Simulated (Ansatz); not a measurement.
```xyz
20
Lattice="5.9580 0.0000 0.0000 0.0000 6.2920 0.0000 0.0000 0.0000 8.7284" Properties=species:S:1:pos:R:3 pbc="T T T"
Cr    0.0000    1.5730    2.1821
Cr    2.9790    4.7190    2.1821
Cr    2.9790    1.5730    6.5463
Cr    0.0000    4.7190    6.5463
Cr    2.9790    1.5730    2.1821
Cr    0.0000    4.7190    2.1821
Cr    0.0000    1.5730    6.5463
Cr    2.9790    4.7190    6.5463
Cr    1.4895    1.5730    0.0000
Cr    4.4685    4.7190    0.0000
Cr    4.4685    1.5730    4.3642
Cr    1.4895    4.7190    4.3642
Cr    4.4685    1.5730    0.0000
Cr    1.4895    4.7190    0.0000
Cr    1.4895    1.5730    4.3642
Cr    4.4685    4.7190    4.3642
F     0.0000    0.0000    0.0000
F     2.9790    3.1460    0.0000
F     2.9790    0.0000    4.3642
F     0.0000    3.1460    4.3642
```

Space group Fmmm; a structure generated by program, which may or may not match a known phase; spin-polarised.

Level of theory: Ansatz, DFT PBE, scalar-relativistic, plane waves, PAW.

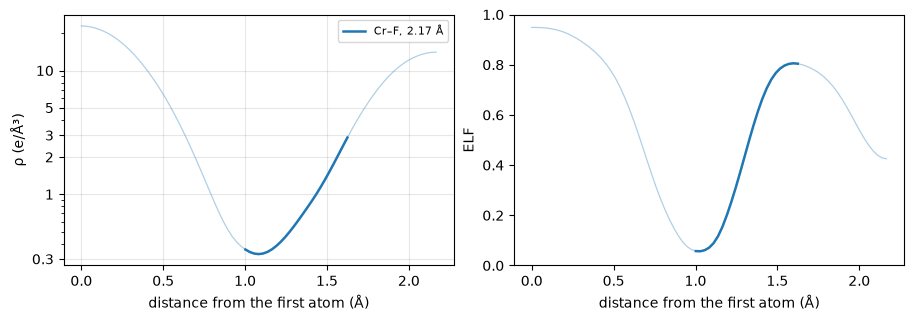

Cr₄F. Valence electron density and electron localisation function along straight lines between neighbouring atoms. Thin, pale parts lie inside the atomic spheres.

Core electrons are frozen (PAW), and the valence fields are smoothed inside the atomic spheres.

Q: What can be read from the curves?

A: Cr–F (2.17 Å): ρ at the midpoint is about 0.33 e/Å³; the ELF peaks at about 0.80 in the valence shell of F, 0.6 Å from its nucleus, and is about 0.05 at the midpoint: no shared electron pair shows on this line.
